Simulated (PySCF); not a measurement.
H6LaN3 (La(NH2)3)

Input

```
mol = gto.M(atom='''
La    -0.00146     0.00000     0.00000
N      2.30949    -0.00168    -0.00052
H      2.94063     0.81103     0.08695
H      2.93941    -0.81530    -0.08827
N     -1.15404     1.99032     0.21995
H     -0.75753     2.93828     0.32490
H     -2.17718     2.13132     0.23153
N     -1.15702    -1.98865    -0.21943
H     -2.18037    -2.12816    -0.23055
H     -0.76194    -2.93718    -0.32456''',
    basis={'La': 'lcecp-1-SVP', 'N': 'def2-SVP', 'H': 'def2-SVP'},
    ecp={'La': 'lcecp-1-SVP'},
    charge=0, spin=0)
mf = dft.RKS(mol, xc='B88,P86')
mf.grids.atom_grid = (75, 302)  # f atoms: at least (60, 302), unpruned
mf = mf.density_fit()  # La AutoAux, N def2-universal-JKFIT, H def2-universal-JKFIT
mf.conv_tol = 1e-09; mf.max_cycle = 55
mf.kernel(dm0)
```

Run with:

```sh
OMP_NUM_THREADS=2 python run.py
```

Core potentials replace the inner electrons of La.

Method: RKS BP86, La lcecp-1-SVP with ECP46, N def2-SVP, H def2-SVP; non-relativistic Hamiltonian with scalar-relativistic core potentials where named; density fitting in PySCF.

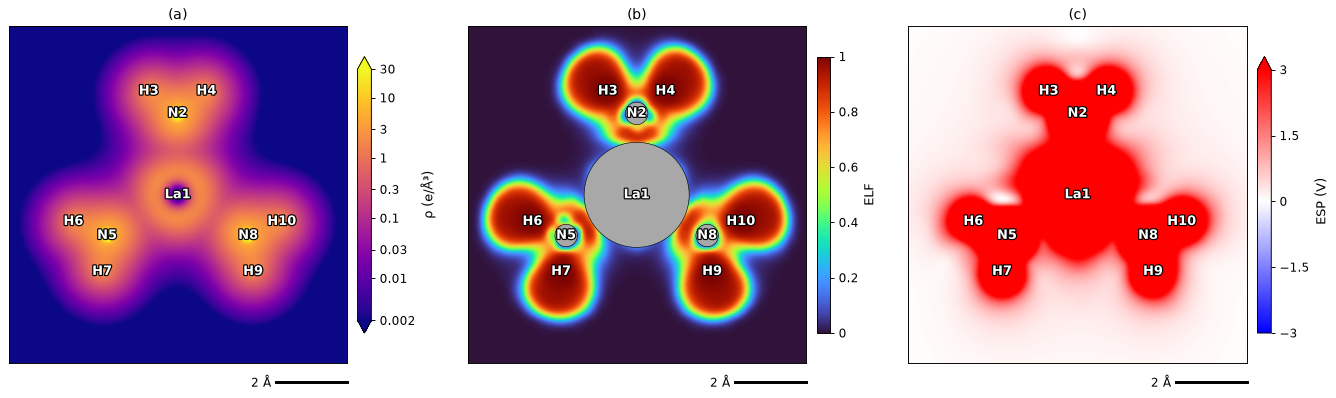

Figure 1. (a) electron density; (b) ELF; (c) electrostatic potential on the molecular plane. Grey discs cover the atomic cores in the ELF map.

Q: What does the map show?

A:
- Atoms in the plane: La, N and H.
- La–N (2.31 Å): ρ is about 0.57 e/Å³ halfway; the ELF peaks at about 0.90 in the valence shell of N, 0.6 Å from its nucleus, and drops to about 0.25 between the two atoms; an ionic contact with no shared pair.
- N–H (1.03 Å): ρ at the midpoint is about 2.6 e/Å³; the ELF climbs to about 1 towards the hydrogen, as it does in any bond to H (an ordinary covalent bond to hydrogen).
- The potential has no marked negative region in this plane.

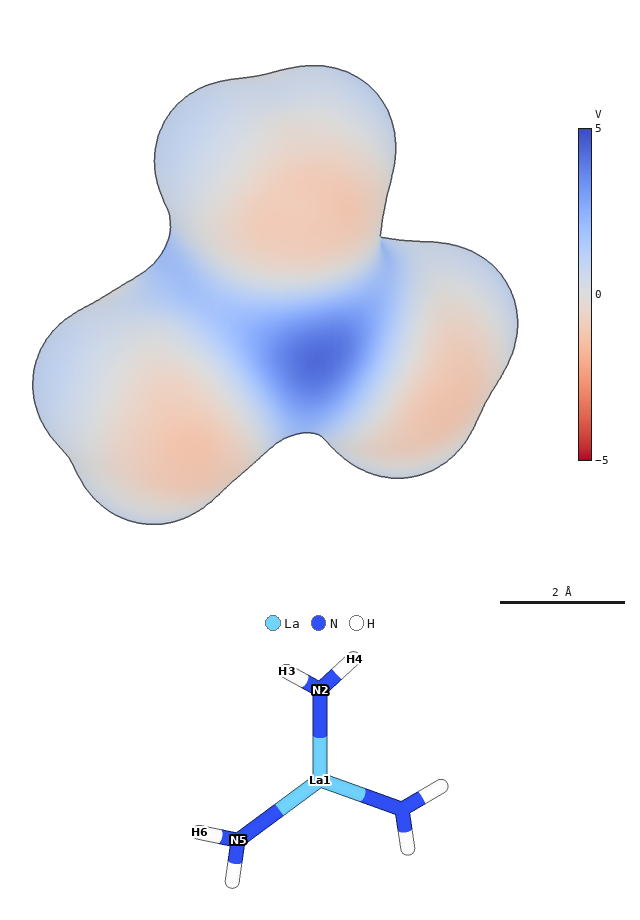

Figure 2. The electrostatic potential painted on the density surface at 0.002 e/bohr³, seen at a tilt; red is negative and blue positive. The bare structure is drawn below in the same view.

Q: Which sites attract a positive test charge, and which a negative one?

A: A positive charge is drawn to the negative regions and a negative charge to the positive ones. The most negative region (about −1.2 V) lies over N2, N5 and N8, the most positive (about +4.2 V) over La1.

Q: How polar is the molecule by this calculation?

A: Its dipole moment is zero.

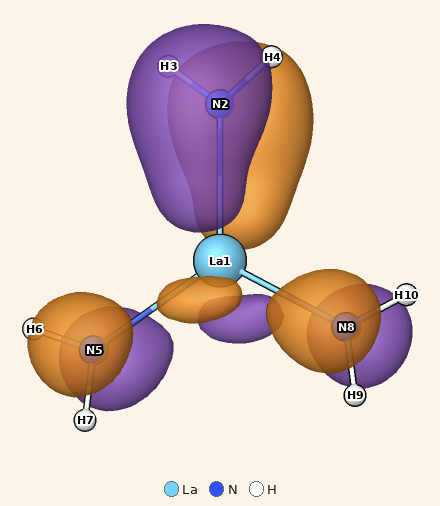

Figure 3. The HOMO−1 at ±0.1 Å⁻³ᐟ² (orange and purple are the two phases), seen at a tilt.

Q: What is the character of this orbital?

A: Its weight (Hirshfeld) is mainly on N2 (about 45 %), La1 (about 20 %), N8 (about 10 %) and N5 (about 10 %); it changes sign across the molecular plane (π type); π-bonding across La1–N2; π-antibonding (a node) across La1–N5 and La1–N8. It is one of a degenerate set, so its orientation is arbitrary. Its energy is −5.04 eV.
